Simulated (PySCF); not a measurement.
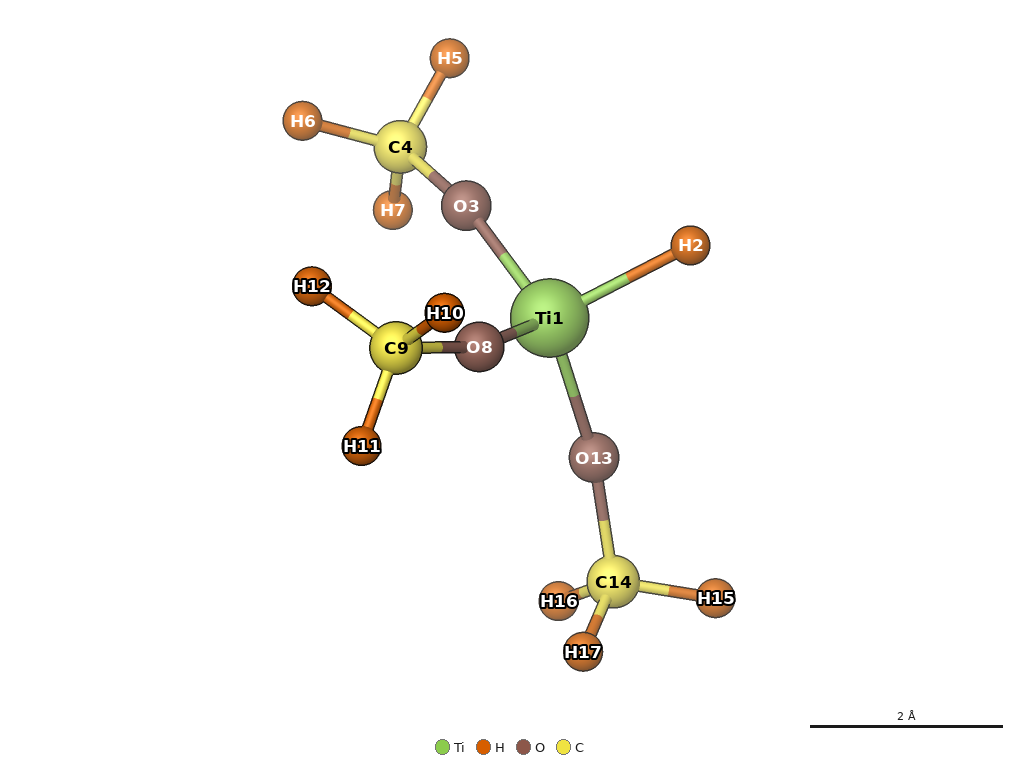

Orthographic view. Depth is shown by fading: the farther an atom, the more it takes the colour of the background. Charge 0, singlet. The computed structure is the end point of a PBE0-D3(BJ)/def2-SVP optimisation. No frequency run is at hand to confirm it as a minimum.

Write the connection table.

Ti1: H2, O3, O8, O13
O3: Ti1, C4
C4: O3, H5, H6, H7
O8: Ti1, C9
C9: O8, H10, H11, H12
O13: Ti1, C14
C14: O13, H15, H16, H17
(terminal hydrogens appear only as neighbours)
